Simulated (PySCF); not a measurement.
## A study: H$_{4}$O$_{2}$Si, SMILES `O[SiH2]O`

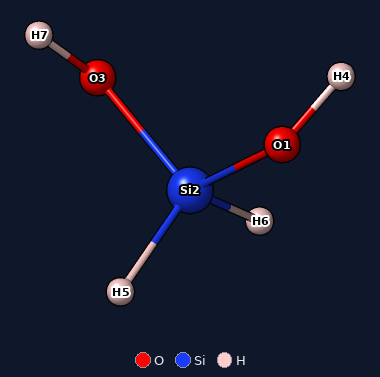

The molecule, with its atoms numbered as below. No frequency check shows the geometry to be a minimum.

Cartesian coordinates (Å):

```
O1      -1.3568    0.4294   -0.0756
Si2     -0.0000   -0.4677    0.0000
O3       1.3569    0.4294    0.0756
H4      -1.5838    1.0560    0.6059
H5      -0.1119   -1.2174   -1.2398
H6       0.1119   -1.2174    1.2397
H7       1.5838    1.0560   -0.6059
```

### 1. Bonding charge

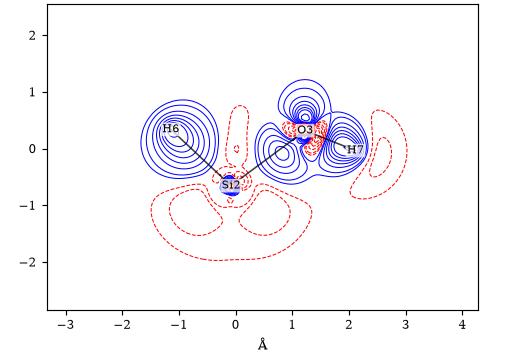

Deformation density (molecule less spherical, spin-averaged free atoms) in the plane of Si2, O3, H6 and H7; contours at ±0.05 to ±0.8 e/Å³; solid blue lines: gain, dashed red lines: loss.

PySCF calculation, PBE0/def2-TZVP, gas phase; geometry: GFN2-xTB.

Describe the bonding that the map shows.

Answer. O3–H7: +0.81 e/Å³ at the bond critical point (bond length 0.95 Å, Mayer order 0.9). Si2–H6: +0.26 e/Å³ at the bond critical point (bond length 1.45 Å, Mayer order 0.9). Si2–O3: +0.12 e/Å³ at the bond critical point (bond length 1.63 Å, Mayer order 1.2); up to 0.6 Å beside the axis the gain reaches +0.43 e/Å³. In all, 1.7 electrons gather in the regions of gain relative to the promolecule. A small or negative value marks a very polar bond, one between electron-rich atoms, whose free-atom densities already overlap strongly, a long bond to a heavier atom, or a closed-shell contact such as a hydrogen bond.

Where do the Hirshfeld charges lie?

Answer. The highest Hirshfeld charge is on Si2 (+0.43 e), the lowest on O1 and O3 (−0.31 e).

| atom | charge (e) |
| --- | --- |
| O1 | −0.31 |
| Si2 | +0.43 |
| O3 | −0.31 |
| H4 | +0.18 |
| H5 | −0.08 |
| H6 | −0.08 |
| H7 | +0.18 |

### 2. Bond critical points

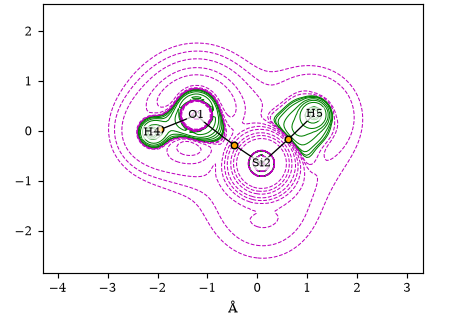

Negative Laplacian of the density (−∇²ρ) in the plane of O1, Si2, H4 and H5 (solid green lines positive, dashed magenta lines negative, contours at ±0.02 to ±8 a.u.), with bond paths and bond critical points (dots).

Sort the bonds in the plane by the sign of ∇²ρ at their critical points.

Answer. Concentrated (∇²ρ < 0): O1–H4 (−2.51 a.u.). Depleted (∇²ρ > 0): O1–Si2 (+0.90 a.u., H = −0.050); Si2–H5 (+0.18 a.u., H = −0.085). A positive Laplacian with clearly negative H marks a strongly polar covalent bond, whose critical point lies close to the core of the less electronegative atom.

Where along O1–H4 does the critical point lie?

Answer. 0.77 Å from O1 and 0.18 Å from H4.

### 3. Local ionisation energy

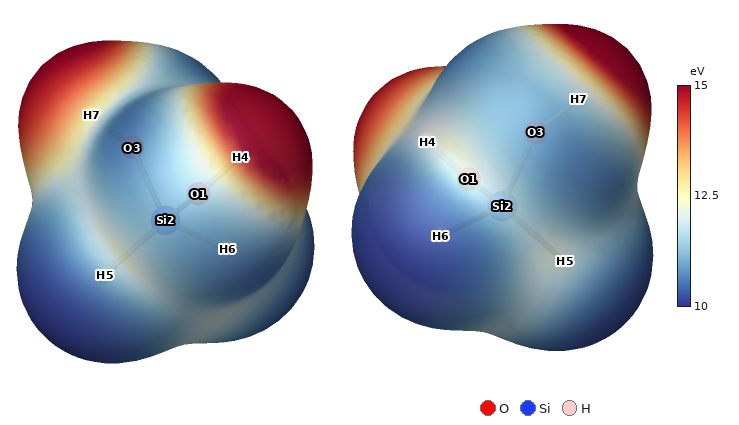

Average local ionisation energy on the surface of electron density 0.001 a.u. (back view left, front view right).

Where are the most loosely bound electrons on this surface?

Answer. The lowest value is 10.1 eV, 1.5 Å from H5, and at like points elsewhere. Further minima include 10.5 eV, 1.9 Å from O1, and at like points elsewhere; 10.5 eV, 1.9 Å from O1, and at like points elsewhere. For comparison, the highest occupied orbital lies at −8.8 eV.

### 4. In an electric field

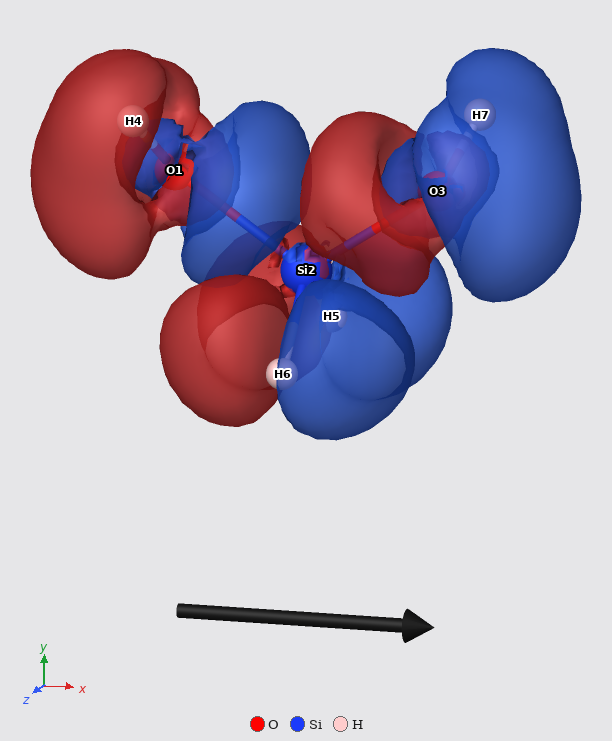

Change of the electron density in a uniform field of 0.21 V/Å along +x (arrow), surfaces at ±0.001 e/Å³ (red: gain, blue: loss).

Computed with PySCF, PBE0/def2-TZVP, geometry: GFN2-xTB. A basis without diffuse functions makes polarisabilities too small.

What dipole is induced, and what polarisability does it imply?

Answer. The induced dipole is 0.32 D (along the field); α along this axis, from the fields in both directions, is 31 bohr³ (4.6 Å³).

Which atoms gain and lose the most charge?

Answer. Electrons gather most on O1 (Hirshfeld charge changes by −0.007 e) and leave O3 most (+0.007 e); 0.034 electrons are displaced in all.

### 5. Removing or adding an electron

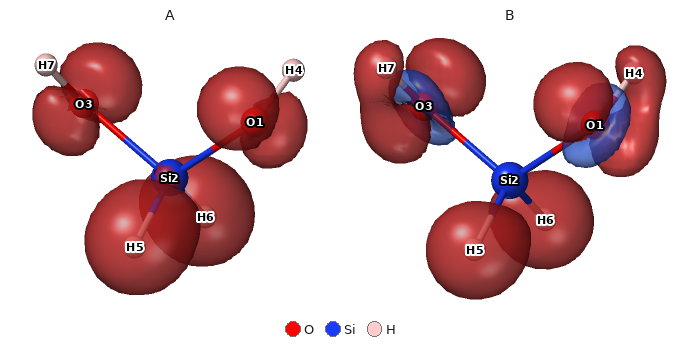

The Fukui function f⁻ from two separate SCF calculations and the density of the HOMO, at ±0.04 e/Å³ (red positive, blue negative).

Computed with PySCF, PBE0/def2-TZVP, geometry: GFN2-xTB.

Which panel is which, and how good is the frozen-orbital picture?

Answer. B is f⁻ (it has negative regions), A the HOMO density. The HOMO lies on Si2 (25 %), O1 and O3 (18 % each) and H5 and H6 (18 % each); f⁻ (Hirshfeld-condensed) is largest on Si2 (0.21), O1 and O3 (0.17 each) and H5 and H6 (0.16 each); the vertical ionisation energy is 11.25 eV. Relaxation shifts 10 % of the electron between atoms. The orbital energy is −8.83 eV.
